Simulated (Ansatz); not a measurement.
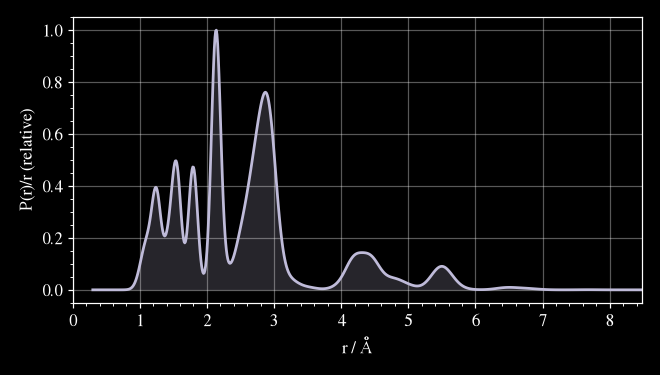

Simulated gas electron diffraction: radial distribution curve of C3H8OSSi. Each pair of atoms contributes with weight ZᵢZⱼ/r; damping constant 0.001 Å²; vibrational amplitudes assumed, not computed: 0.05 Å for bonds, 0.078 Å for bonds to H, 0.06 + 0.015 r up to 0.15 Å for other pairs. The geometry is the end point of an optimisation (RKS PBE0/STO-3G (Ansatz 0.2.0)); it may be a saddle point or a higher isomer.

Question: Which pairs of atoms lie under the first 7 clear peaks? Mark bonded pairs by – and others by ···.

Answer: Peak 1, 1.24 Å: C–H 1.10 Å (×5), O–C 1.25 Å, not resolved
Peak 2, 1.54 Å: Si–H 1.44 Å (×3), C–C 1.54–1.56 Å (×2), not resolved
Peak 3, 1.79 Å: S–C 1.79 Å
Peak 4, 2.14 Å: S–Si 2.13 Å, C···H 2.18–2.19 Å (×7), not resolved
Peak 5, 2.87 Å: S···O 2.69 Å, S···C 2.80 Å, O···C 2.86 Å, S···H 2.89–2.98 Å (×5), Si···O 2.92 Å, Si···C 2.94 Å, not resolved
Peak 6, 4.31 Å: S···C 4.19 Å, Si···C 4.43 Å, S···H 4.49–4.50 Å (×2), not resolved; in its flanks Si···H 4.76 Å
Peak 7, 5.50 Å: Si···C 5.47 Å, Si···H 5.53–5.54 Å (×2), C···H 5.56–5.61 Å (×3), not resolved
